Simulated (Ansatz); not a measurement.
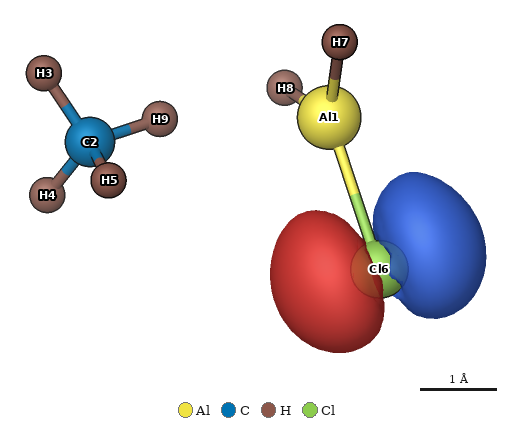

*AlClH₂···CH₄. The HOMO−1 at ±0.2 Å⁻³ᐟ² (red and blue are the two phases), seen across its widest extent.*

Not at a stationary point (largest force 0.5 eV/Å).

These are results of RKS PBE-D4/def2-SVP in Ansatz, not measurements.

```xyz
9

Al   -0.0710   -0.5336   -0.5487
C    -0.0315   -0.2415    2.6039
H    -1.0075   -0.2434    3.1267
H     0.7583   -0.6365    3.2727
H     0.2290    0.7941    2.2983
Cl    1.8408    0.2056   -1.1015
H    -1.3324    0.3764   -0.8752
H    -0.1370   -1.9371    0.1487
H    -0.0966   -0.9279    1.7257
```

**Where does this orbital lie, and at what energy?**

Its weight (Hirshfeld) is mainly on Cl6 (about 90 %); largely a lone pair of Cl6. Its energy is −7.78 eV.
